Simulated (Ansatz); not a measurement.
Run report: Si₃N₃H₁₂O, geometry relaxation (part 3 of 4)

The same run, continued: Si₃N₃H₁₂O, multiplicity 2; UKS PBE0-D4/def2-TZVP (Ansatz 0.2.0). The geometry is a transition state displaced along its imaginary mode. The reaction was set up to form Si1–N8 and N2–H7 and to break Si1–N2 and H7–N8 (atoms counted from 1 in the order of the input); sticks are drawn by distance alone.

Geometry of the input (Å):
```
Si 0.7420  -0.2138  0.8721
N  1.3382  -0.6034  -1.2407
Si 0.7619  0.2263  -2.6584
N  -0.6807  0.6617  0.3908
Si -1.6795  1.5543  1.4807
O  0.7256  -0.0295  2.5287
H  0.9434  -1.4107  -0.8162
N  0.4102  -1.9586  0.4992
H  2.3514  -0.6168  -1.1802
H  1.1984  1.6529  -2.7036
H  1.2259  -0.4344  -3.9015
H  -0.7214  0.2011  -2.6132
H  -0.9258  0.7463  -0.5846
H  -1.0096  2.7375  2.0806
H  -2.8706  2.0139  0.7161
H  -2.1511  0.6914  2.6029
H  -0.0512  -0.3526  2.9678
H  -0.5672  -2.2216  0.5579
H  0.9601  -2.6441  1.0018
```

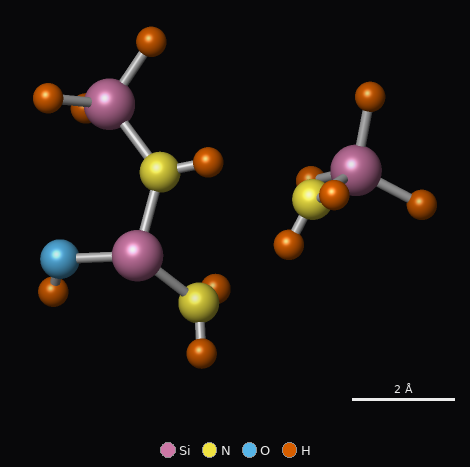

Fig. 1: The geometry at step 26 of the log (ball-and-stick view, seen on its broad side).

Trajectory as extended XYZ, continued
```
19
Properties=species:S:1:pos:R:3:forces:R:3 step=18 energy=-30334.80138
Si    0.5321   -0.5357    1.8132   -0.0558  -0.0197   0.0832
N     1.4127    0.0976   -1.6052    0.0507   0.0009  -0.0572
Si    0.4662   -0.0658   -3.0439   -0.0167   0.0471   0.0051
N    -0.2445    0.7137    0.9384    0.0309  -0.0111  -0.0385
Si   -1.4447    1.8326    1.4798   -0.0317   0.0239  -0.0032
O    -0.2912   -0.7074    3.2402   -0.0100  -0.0360  -0.0897
H     1.4600   -0.7058   -0.9832   -0.0208   0.0410  -0.0216
N     0.5697   -1.9170    0.7730   -0.0135  -0.0094   0.0088
H     2.3266    0.5203   -1.6974   -0.0722  -0.0338   0.0124
H     0.5142    1.2350   -3.7698   -0.0133  -0.0774   0.0562
H     0.9171   -1.1317   -3.9886   -0.0138   0.0129   0.0093
H    -0.9351   -0.3838   -2.6455    0.0858   0.0148  -0.0100
H     0.1890    0.8923    0.0324   -0.0321   0.0018   0.0388
H    -0.9396    2.8019    2.4940   -0.0239  -0.0388  -0.0212
H    -1.9025    2.6033    0.2887    0.0185  -0.0289   0.0481
H    -2.6068    1.1126    2.0714    0.0474   0.0400  -0.0228
H    -0.8857   -1.4577    3.3218    0.0557   0.0550  -0.0090
H    -0.2644   -2.1832    0.2651    0.0176   0.0106   0.0093
H     1.1271   -2.7211    1.0156   -0.0029   0.0071   0.0019
19
Properties=species:S:1:pos:R:3:forces:R:3 step=19 energy=-30334.80329
Si    0.5211   -0.5434    1.8203   -0.0468  -0.0233   0.0495
N     1.4272    0.1240   -1.6143    0.0232  -0.0300  -0.0365
Si    0.4553   -0.0846   -3.0310   -0.0412   0.0583   0.0556
N    -0.2364    0.7149    0.9417    0.0392   0.0012  -0.0669
Si   -1.4307    1.8440    1.4760   -0.0476   0.0195   0.0264
O    -0.3332   -0.7227    3.2270   -0.0015  -0.0216  -0.0678
H     1.4869   -0.6632   -0.9720    0.0017   0.0505  -0.0646
N     0.5778   -1.9162    0.7691   -0.0285  -0.0005   0.0089
H     2.3353    0.5532   -1.7306   -0.0753  -0.0424   0.0258
H     0.4310    1.2151   -3.7614    0.0036  -0.0990   0.0438
H     0.9189   -1.1428   -3.9781   -0.0045   0.0270   0.0010
H    -0.9218   -0.4523   -2.5915    0.0905   0.0197  -0.0164
H     0.2058    0.8968    0.0404   -0.0345   0.0044   0.0483
H    -0.9359    2.7773    2.5284   -0.0147  -0.0285  -0.0392
H    -1.8455    2.6475    0.2904    0.0260  -0.0323   0.0548
H    -2.6208    1.1371    2.0264    0.0449   0.0295  -0.0328
H    -0.9167   -1.4821    3.2963    0.0355   0.0333  -0.0011
H    -0.2478   -2.1800    0.2455    0.0279   0.0192   0.0161
H     1.1294   -2.7226    1.0176    0.0023   0.0152  -0.0050
19
Properties=species:S:1:pos:R:3:forces:R:3 step=20 energy=-30334.80529
Si    0.5119   -0.5401    1.8232   -0.0344  -0.0229  -0.0024
N     1.4412    0.1155   -1.6130    0.0067  -0.0329  -0.0629
Si    0.4393   -0.1023   -3.0080   -0.0260   0.0567   0.0838
N    -0.2312    0.7238    0.9398    0.0304   0.0127  -0.0345
Si   -1.4237    1.8559    1.4711   -0.0436   0.0287   0.0319
O    -0.3729   -0.7308    3.2089    0.0045  -0.0054  -0.0578
H     1.5269   -0.6759   -0.9786   -0.0157   0.0827  -0.0490
N     0.5923   -1.9040    0.7617   -0.0273  -0.0124   0.0193
H     2.3378    0.5632   -1.7435   -0.0544  -0.0420   0.0170
H     0.3508    1.2047   -3.7202    0.0060  -0.0938   0.0508
H     0.9109   -1.1286   -3.9854   -0.0076   0.0187   0.0033
H    -0.9099   -0.5226   -2.5304    0.0860   0.0226  -0.0329
H     0.2221    0.9148    0.0467   -0.0168  -0.0275   0.0284
H    -0.9407    2.7551    2.5582   -0.0185  -0.0259  -0.0408
H    -1.7947    2.6932    0.2947    0.0208  -0.0302   0.0513
H    -2.6391    1.1572    1.9737    0.0421   0.0236  -0.0292
H    -0.9409   -1.5022    3.2665    0.0196   0.0156   0.0042
H    -0.2226   -2.1665    0.2207    0.0298   0.0213   0.0225
H     1.1425   -2.7102    1.0142   -0.0016   0.0104  -0.0031
19
Properties=species:S:1:pos:R:3:forces:R:3 step=21 energy=-30334.80731
Si    0.5072   -0.5416    1.8200   -0.0298  -0.0191  -0.0125
N     1.4526    0.1243   -1.6099   -0.0216  -0.0344  -0.0535
Si    0.4240   -0.1077   -2.9818   -0.0113   0.0473   0.0465
N    -0.2261    0.7227    0.9289    0.0084  -0.0001   0.0239
Si   -1.4157    1.8586    1.4591   -0.0430   0.0432   0.0045
O    -0.3969   -0.7315    3.1931    0.0004  -0.0022  -0.0480
H     1.5436   -0.6577   -0.9660   -0.0053   0.0469  -0.0430
N     0.6000   -1.9060    0.7608   -0.0228   0.0052   0.0203
H     2.3479    0.5672   -1.7587   -0.0303  -0.0214   0.0130
H     0.2907    1.1981   -3.6868   -0.0022  -0.0689   0.0503
H     0.8964   -1.1119   -3.9819   -0.0119   0.0049   0.0188
H    -0.9023   -0.5619   -2.4734    0.0818   0.0245  -0.0331
H     0.2315    0.9146    0.0396    0.0119  -0.0134  -0.0035
H    -0.9426    2.7329    2.5703   -0.0225  -0.0381  -0.0283
H    -1.7479    2.7246    0.2925    0.0123  -0.0317   0.0424
H    -2.6526    1.1671    1.9170    0.0448   0.0272  -0.0141
H    -0.9511   -1.5129    3.2496    0.0177   0.0141   0.0069
H    -0.2074   -2.1678    0.2089    0.0220   0.0120   0.0178
H     1.1488   -2.7110    1.0190    0.0013   0.0040  -0.0083
19
Properties=species:S:1:pos:R:3:forces:R:3 step=22 energy=-30334.80921
Si    0.5022   -0.5401    1.8189   -0.0083  -0.0145  -0.0095
N     1.4657    0.1241   -1.6121   -0.0181  -0.0031  -0.0392
Si    0.4100   -0.1104   -2.9596   -0.0430   0.0037   0.0203
N    -0.2167    0.7254    0.9187   -0.0112   0.0072   0.0585
Si   -1.4085    1.8619    1.4437   -0.0484   0.0275   0.0096
O    -0.4240   -0.7254    3.1779   -0.0158  -0.0118  -0.0405
H     1.5649   -0.6541   -0.9672   -0.0003   0.0006  -0.0044
N     0.6071   -1.9063    0.7650   -0.0107   0.0156   0.0173
H     2.3583    0.5654   -1.7753    0.0025   0.0017   0.0057
H     0.2208    1.2001   -3.6388    0.0096  -0.0479   0.0243
H     0.8763   -1.0924   -3.9848   -0.0057   0.0205   0.0141
H    -0.8885   -0.6043   -2.4210    0.0556   0.0205  -0.0243
H     0.2503    0.9187    0.0356    0.0256  -0.0077  -0.0271
H    -0.9580    2.6981    2.5926   -0.0155  -0.0278  -0.0358
H    -1.6977    2.7599    0.2900    0.0110  -0.0296   0.0446
H    -2.6659    1.1750    1.8504    0.0409   0.0274  -0.0182
H    -0.9604   -1.5191    3.2368    0.0244   0.0241   0.0095
H    -0.1921   -2.1673    0.2019    0.0068  -0.0028   0.0047
H     1.1565   -2.7092    1.0274    0.0006  -0.0038  -0.0096
19
Properties=species:S:1:pos:R:3:forces:R:3 step=23 energy=-30334.81061
Si    0.4985   -0.5387    1.8200    0.0118  -0.0089  -0.0027
N     1.4803    0.1224   -1.6183   -0.0085   0.0150  -0.0066
Si    0.3929   -0.1189   -2.9368   -0.0292   0.0071  -0.0328
N    -0.2016    0.7331    0.9150   -0.0137   0.0150   0.0552
Si   -1.4031    1.8640    1.4316   -0.0456   0.0366  -0.0016
O    -0.4510   -0.7173    3.1638   -0.0377  -0.0296  -0.0349
H     1.5929   -0.6513   -0.9720    0.0009  -0.0236   0.0204
N     0.6096   -1.9052    0.7691   -0.0029   0.0147   0.0085
H     2.3677    0.5667   -1.7983    0.0050   0.0082  -0.0043
H     0.1513    1.1939   -3.5930    0.0014  -0.0303   0.0224
H     0.8582   -1.0684   -3.9929   -0.0169   0.0074   0.0242
H    -0.8754   -0.6531   -2.3681    0.0454   0.0135  -0.0219
H     0.2768    0.9277    0.0382    0.0111  -0.0047  -0.0168
H    -0.9837    2.6602    2.6204   -0.0219  -0.0365  -0.0433
H    -1.6414    2.7999    0.2957    0.0079  -0.0373   0.0486
H    -2.6836    1.1805    1.7701    0.0590   0.0335  -0.0150
H    -0.9653   -1.5253    3.2289    0.0362   0.0400   0.0131
H    -0.1829   -2.1629    0.1958   -0.0009  -0.0124  -0.0047
H     1.1598   -2.7074    1.0311   -0.0016  -0.0077  -0.0077
19
Properties=species:S:1:pos:R:3:forces:R:3 step=25 energy=-30334.81338
Si    0.4975   -0.5363    1.8183    0.0034   0.0105   0.0062
N     1.4953    0.1212   -1.6206    0.0069   0.0112  -0.0094
Si    0.3716   -0.1389   -2.9061   -0.0173   0.0252   0.0035
N    -0.1654    0.7591    0.9197    0.0095   0.0040   0.0249
Si   -1.3941    1.8710    1.4140   -0.0461   0.0311   0.0149
O    -0.4895   -0.7008    3.1383   -0.0805  -0.1170  -0.0429
H     1.6301   -0.6477   -0.9720   -0.0085   0.0061  -0.0065
N     0.6027   -1.8986    0.7628   -0.0178  -0.0071  -0.0147
H     2.3726    0.5778   -1.8216   -0.0245  -0.0119  -0.0059
H     0.0477    1.1736   -3.5286    0.0144  -0.0454   0.0261
H     0.8361   -1.0499   -3.9951   -0.0135   0.0048   0.0176
H    -0.8504   -0.7349   -2.2990    0.0412   0.0153  -0.0264
H     0.3227    0.9504    0.0467   -0.0166  -0.0049   0.0209
H    -1.0465    2.5954    2.6709   -0.0219  -0.0396  -0.0713
H    -1.5513    2.8667    0.3149    0.0042  -0.0437   0.0549
H    -2.7020    1.1866    1.6320    0.0762   0.0434  -0.0148
H    -0.9422   -1.5438    3.2336    0.0809   0.1207   0.0147
H    -0.1839   -2.1449    0.1758    0.0108  -0.0037   0.0078
H     1.1492   -2.7060    1.0161   -0.0009   0.0008   0.0004
19
Properties=species:S:1:pos:R:3:forces:R:3 step=26 energy=-30334.81459
Si    0.4957   -0.5394    1.8198   -0.0140   0.0151   0.0170
N     1.4997    0.1356   -1.6256   -0.0061  -0.0160   0.0021
Si    0.3615   -0.1442   -2.8955   -0.0046   0.0157   0.0366
N    -0.1404    0.7736    0.9279    0.0134  -0.0311   0.0335
Si   -1.3889    1.8723    1.4014   -0.0602   0.0464   0.0232
O    -0.5160   -0.6896    3.1249   -0.1839  -0.4034  -0.0200
H     1.6355   -0.6235   -0.9648    0.0040   0.0154  -0.0452
N     0.5908   -1.9010    0.7623   -0.0243  -0.0039  -0.0274
H     2.3776    0.5839   -1.8437   -0.0373  -0.0191   0.0072
H     0.0032    1.1620   -3.5115    0.0145  -0.0435   0.0138
H     0.8238   -1.0501   -3.9886    0.0007   0.0106   0.0027
H    -0.8383   -0.7655   -2.2714    0.0284   0.0253  -0.0138
H     0.3507    0.9589    0.0555   -0.0212   0.0173   0.0211
H    -1.0923    2.5549    2.6954   -0.0231  -0.0517  -0.0944
H    -1.4939    2.9030    0.3276    0.0009  -0.0528   0.0600
H    -2.7111    1.1907    1.5392    0.1025   0.0528  -0.0105
H    -0.8965   -1.5679    3.2651    0.1911   0.4058  -0.0224
H    -0.1952   -2.1415    0.1718    0.0121   0.0049   0.0149
H     1.1343   -2.7121    1.0104    0.0070   0.0121   0.0014
19
Properties=species:S:1:pos:R:3:forces:R:3 step=27 energy=-30334.81723
Si    0.4904   -0.5341    1.8174    0.0120   0.0089  -0.0032
N     1.4964    0.1155   -1.6168    0.0166  -0.0010  -0.0174
Si    0.3597   -0.1449   -2.8912   -0.0132   0.0073   0.0198
N    -0.1448    0.7787    0.9256    0.0028  -0.0035   0.0536
Si   -1.3934    1.8774    1.3977   -0.0548   0.0288   0.0246
O    -0.5286   -0.6885    3.1163   -0.1590  -0.3726  -0.0230
H     1.6445   -0.6618   -0.9803   -0.0192   0.0438  -0.0039
N     0.5942   -1.8933    0.7576   -0.0088  -0.0240  -0.0159
H     2.3688    0.5770   -1.8276   -0.0147  -0.0150  -0.0058
H     0.0108    1.1669   -3.4987    0.0162  -0.0260   0.0189
H     0.8199   -1.0433   -3.9914   -0.0054   0.0029   0.0030
H    -0.8458   -0.7612   -2.2742    0.0205   0.0119  -0.0182
H     0.3523    0.9706    0.0585   -0.0114  -0.0201   0.0090
H    -1.1024    2.5502    2.6961   -0.0156  -0.0291  -0.0713
H    -1.4931    2.9125    0.3292    0.0031  -0.0386   0.0472
H    -2.7150    1.1970    1.5273    0.0726   0.0399  -0.0114
H    -0.8670   -1.5788    3.2811    0.1569   0.3790  -0.0225
H    -0.1915   -2.1397    0.1695    0.0012   0.0009   0.0101
H     1.1448   -2.7001    1.0041    0.0002   0.0065   0.0063
19
Properties=species:S:1:pos:R:3:forces:R:3 step=28 energy=-30334.83691
Si    0.4694   -0.5649    1.8177   -0.1557  -0.0213  -0.1186
N     1.5085    0.1430   -1.6299    0.0363   0.0309   0.0122
Si    0.3623   -0.1339   -2.8895   -0.0368  -0.0223   0.0167
N    -0.0989    0.7890    0.9470   -0.0152   0.0293   0.1191
Si   -1.3859    1.8551    1.3930    0.0295   0.0428  -0.0490
O    -0.6541   -0.6798    3.0316   -0.0201  -0.3939   0.1491
H     1.6475   -0.6197   -0.9761   -0.0219  -0.0280   0.0081
N     0.5600   -1.9032    0.7283    0.0987  -0.0059   0.0198
H     2.3866    0.5820   -1.8603    0.0163   0.0068  -0.0047
H     0.0238    1.1668   -3.5203    0.0046   0.0105  -0.0095
H     0.8040   -1.0607   -3.9731    0.0057   0.0012  -0.0060
H    -0.8422   -0.7251   -2.2518   -0.0142   0.0038  -0.0095
H     0.4038    0.9898    0.0874    0.0098  -0.0264  -0.0362
H    -1.1334    2.5428    2.6848   -0.0033   0.0044   0.0347
H    -1.4872    2.8840    0.3235    0.0035   0.0066  -0.0100
H    -2.6887    1.1495    1.4949   -0.0185  -0.0117   0.0014
H    -0.7556   -1.5470    3.4442    0.0697   0.3884  -0.1177
H    -0.2581   -2.1709    0.1946    0.0475   0.0063   0.0167
H     1.1384   -2.6968    0.9542   -0.0359  -0.0215  -0.0166
19
Properties=species:S:1:pos:R:3:forces:R:3 step=29 energy=-30334.75273 accepted=F
Si    0.3737   -0.6156    1.7641    0.7458   0.3513   0.6868
N     1.5122    0.1514   -1.6123   -0.1907  -0.1245   0.0455
Si    0.3398   -0.1275   -2.8552    0.2139   0.1264  -0.1754
N    -0.1425    0.8083    0.9618   -0.0732  -0.4769  -0.2566
Si   -1.4034    1.9254    1.3748   -0.0110  -0.1994   0.0513
O    -0.6665   -0.7275    3.0583   -0.1275   0.0368  -0.5831
H     1.6496   -0.6237   -0.9705    0.0955   0.0343   0.0133
N     0.6294   -1.9628    0.7016   -0.5701   0.2119  -0.2176
H     2.3958    0.5741   -1.8612   -0.0975  -0.0262   0.0181
H     0.0420    1.1760   -3.5055   -0.0485  -0.0218   0.0278
H     0.7880   -1.0578   -3.9341   -0.0518  -0.0342   0.0161
H    -0.8903   -0.6958   -2.2425    0.0636   0.0227   0.0702
H     0.3260    0.9465    0.0653    0.0067   0.0723   0.1332
H    -1.1767    2.5776    2.6960    0.0283  -0.0222  -0.0998
H    -1.4446    2.9619    0.3059    0.0247  -0.0262   0.0472
H    -2.7236    1.2379    1.4349   -0.0009   0.0852  -0.0062
H    -0.6240   -1.5489    3.5422    0.0014  -0.1544   0.1962
H    -0.1163   -2.2161    0.0610    0.0339  -0.1144   0.0156
H     1.1315   -2.7834    1.0156   -0.0426   0.2591   0.0175
19
Properties=species:S:1:pos:R:3:forces:R:3 step=30 energy=-30334.84439
Si    0.4404   -0.5849    1.8093   -0.0393   0.0811   0.0183
N     1.5096    0.1491   -1.6278   -0.0004   0.0110   0.0076
Si    0.3574   -0.1299   -2.8834    0.0080   0.0022  -0.0075
N    -0.0993    0.7934    0.9572   -0.0145  -0.0755   0.0425
Si   -1.3876    1.8663    1.3870    0.0377  -0.0138  -0.0167
O    -0.7013   -0.6979    3.0089    0.0529  -0.7540   0.3129
H     1.6459   -0.6150   -0.9746    0.0017  -0.0220   0.0076
N     0.5738   -1.9149    0.7128   -0.0120   0.0644  -0.0240
H     2.3901    0.5816   -1.8639   -0.0125  -0.0056   0.0036
H     0.0278    1.1695   -3.5225   -0.0006   0.0043  -0.0042
H     0.7960   -1.0640   -3.9625   -0.0024   0.0007   0.0003
H    -0.8522   -0.7112   -2.2464   -0.0051   0.0055   0.0055
H     0.4004    0.9809    0.0921    0.0017  -0.0107  -0.0194
H    -1.1491    2.5458    2.6870    0.0008   0.0050   0.0074
H    -1.4708    2.8960    0.3168    0.0063   0.0082  -0.0028
H    -2.6927    1.1614    1.4731   -0.0159   0.0089  -0.0053
H    -0.6916   -1.5290    3.5158   -0.0183   0.6964  -0.3301
H    -0.2330   -2.1829    0.1625    0.0223  -0.0126   0.0029
H     1.1362   -2.7141    0.9586   -0.0103   0.0064   0.0013
19
Properties=species:S:1:pos:R:3:forces:R:3 step=31 energy=-30334.85239
Si    0.4479   -0.5872    1.7796   -0.1536   0.1153   0.1120
N     1.4678    0.1456   -1.5681    0.0361   0.0331  -0.0964
Si    0.3480   -0.1303   -2.8548    0.0195  -0.0015   0.0004
N    -0.1125    0.7793    0.9267   -0.0387  -0.0124   0.0629
Si   -1.3799    1.8712    1.3719    0.0210  -0.0196  -0.0317
O    -0.6997   -0.7185    2.9737    0.1110  -0.2096  -0.0356
H     1.5873   -0.6199   -0.9119    0.0074  -0.0489  -0.0203
N     0.6029   -1.9093    0.6773    0.0044  -0.0155  -0.0427
H     2.3551    0.5752   -1.7839   -0.0110   0.0015  -0.0042
H     0.0435    1.1692   -3.5065    0.0017   0.0010  -0.0011
H     0.8061   -1.0723   -3.9190    0.0018   0.0050   0.0060
H    -0.8818   -0.7003   -2.2466   -0.0065   0.0041   0.0047
H     0.3702    0.9543    0.0477    0.0108  -0.0017   0.0036
H    -1.1299    2.5376    2.6776    0.0097  -0.0157  -0.0058
H    -1.4471    2.9117    0.3104    0.0111   0.0048   0.0027
H    -2.7013    1.1937    1.4498    0.0035   0.0089   0.0056
H    -0.6352   -1.5057    3.5200   -0.0365   0.1331   0.0247
H    -0.1976   -2.1833    0.1203   -0.0023   0.0033   0.0168
H     1.1562   -2.7111    0.9362    0.0106   0.0147  -0.0016
19
Properties=species:S:1:pos:R:3:forces:R:3 step=32 energy=-30334.86297
Si    0.4239   -0.5943    1.8125   -0.0914   0.0559   0.0620
N     1.4825    0.1398   -1.6078    0.0072  -0.0082  -0.0177
Si    0.3534   -0.1180   -2.8899    0.0065  -0.0120   0.0142
N    -0.1298    0.7665    0.9472   -0.0005  -0.0146  -0.0086
Si   -1.3886    1.8724    1.3795    0.0303  -0.0004  -0.0176
O    -0.7365   -0.7378    2.9925    0.1041  -0.0770  -0.1327
H     1.6108   -0.6401   -0.9693   -0.0001   0.0219  -0.0022
N     0.6078   -1.9111    0.7069    0.0070   0.0049  -0.0486
H     2.3667    0.5759   -1.8238   -0.0113  -0.0072   0.0056
H     0.0528    1.1873   -3.5319    0.0086   0.0001   0.0005
H     0.8020   -1.0586   -3.9592   -0.0062   0.0083  -0.0061
H    -0.8761   -0.6835   -2.2764   -0.0054   0.0028  -0.0038
H     0.3636    0.9356    0.0723   -0.0208  -0.0125   0.0215
H    -1.1344    2.5365    2.6852    0.0013  -0.0074   0.0029
H    -1.4368    2.9133    0.3173    0.0032  -0.0031   0.0015
H    -2.7166    1.2083    1.4554    0.0015   0.0097  -0.0025
H    -0.6306   -1.4903    3.5755   -0.0394   0.0191   0.1042
H    -0.1863   -2.1973    0.1466    0.0069   0.0054   0.0220
H     1.1725   -2.7045    0.9676   -0.0016   0.0142   0.0053
```
